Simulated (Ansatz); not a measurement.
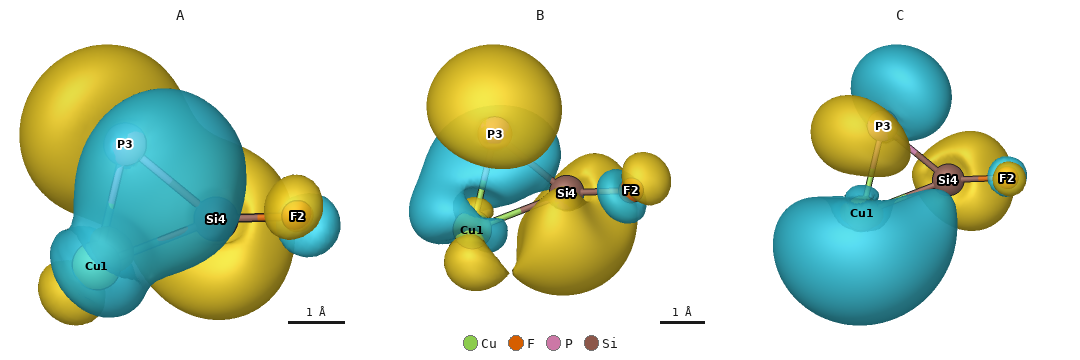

The picture shows: CuFPSi (SMILES F[Si+]1[P][Cu-]1) (doublet). Three frontier orbitals at ±0.06 Å⁻³ᐟ² (yellow and cyan are the two phases), in no order.

Geometry: BLYP-D3(BJ)/def2-SVP.

Theory: isolated molecule in a Gaussian basis; Kohn-Sham density functional theory, functional PBE0 (Ansatz 0.2.0).

Q: Which picture is the HOMO−1, the HOMO and the LUMO? All are α orbitals.

A: A is the HOMO−1 (α) (−6.60 eV). By Hirshfeld shares it lies mainly on P3 (about 50 %), Si4 (about 30 %) and Cu1 (about 15 %). B is the HOMO (α) (−6.24 eV). By Hirshfeld shares it lies mainly on P3 (about 45 %), Si4 (about 35 %) and Cu1 (about 15 %). C is the LUMO (α) (−2.71 eV). It lies mainly on Cu1 (about 55 %), P3 (about 25 %) and Si4 (about 20 %).

Q: What is the gap between the highest occupied and lowest empty α orbitals?

A: 3.53 eV between the orbital energies.
